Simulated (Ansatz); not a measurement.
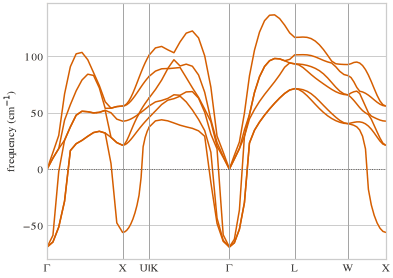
Figure: Phonon dispersion of SnTe (rock salt, Fm-3m), DFT-PBE in the program Ansatz with PAW potentials; imaginary frequencies are drawn negative

Problem. Is this phase dynamically stable?

Solution. No: a branch reaches about 69i cm⁻¹ at Γ.

Problem. How high does the spectrum reach?

Solution. About 140 cm⁻¹ (4.1 THz).

Symmetry was held in the PBE relaxation. At this level the phase is dynamically unstable (imaginary phonons). Spin–orbit coupling is left out wherever it is not named.

Potentials: the later of the program's two PAW sets.
